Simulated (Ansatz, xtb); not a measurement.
## A ladder of methods for GaHCl (SMILES [Cl][GaH])

GaHCl: 3 atoms, total charge 0, spin state doublet. As SMILES, `[Cl][GaH]`. The shape is that of a PBE0-D4/def2-TZVP optimisation.

```xyz
3

Cl    1.5307   -0.1913    0.8057
Ga   -0.3311   -0.5835   -0.2328
H    -1.2105    0.7100   -0.5863
```

Quantity: the electronic atomisation energy, in eV. The values are calculated. Electronic energies at fixed atoms, without zero-point motion or spin-orbit coupling.

| level | kind | program | value (eV) | CPU time (all runs) |
| --- | --- | --- | --- | --- |
| GFN1-xTB | semi-empirical | xtb | 10.53 | under 2 s |
| UHF/STO-3G | Hartree–Fock | Ansatz | 5.45 | 1.9 s |
| U-revPBE/STO-3G | GGA | Ansatz | 8.93 | 20 s |
| U-r2SCAN0/STO-3G | hybrid meta-GGA | Ansatz | 8.27 | 90 s |
| UHSE06/STO-3G | range-separated hybrid | Ansatz | 8.49 | 23 s |
| UB2PLYP/STO-3G | double hybrid | Ansatz | 7.48 | 29 s |
| UMP2/STO-3G | perturbation theory | Ansatz | 6.03 | 3.7 s |
| UCCSD/STO-3G | coupled cluster or CI | Ansatz | 6.47 | 5 s |

All-electron rows without a relativistic Hamiltonian named are non-relativistic. The values span 5.45 to 10.53 eV. Spin contamination of the reference (⟨S²⟩ at least 0.1 too high) touches UHF/STO-3G, U-revPBE/STO-3G, U-r2SCAN0/STO-3G, UHSE06/STO-3G, UB2PLYP/STO-3G, UMP2/STO-3G, UCCSD/STO-3G. GFN1-xTB: no spin polarisation, so open shells miss the exchange term that lowers them. All rows use very small basis sets, so none should be taken for the real molecule's value. In the correlated wave-function rows the outer d shell of Ga is correlated, in sets not made for it. CPU times are rough (shared hosts, several kinds of processor and program).

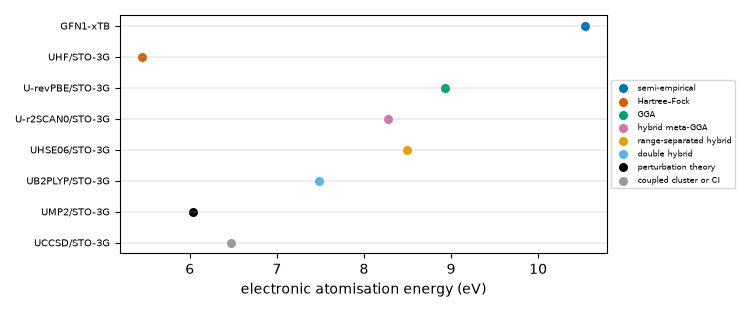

The values of the table, level by level.
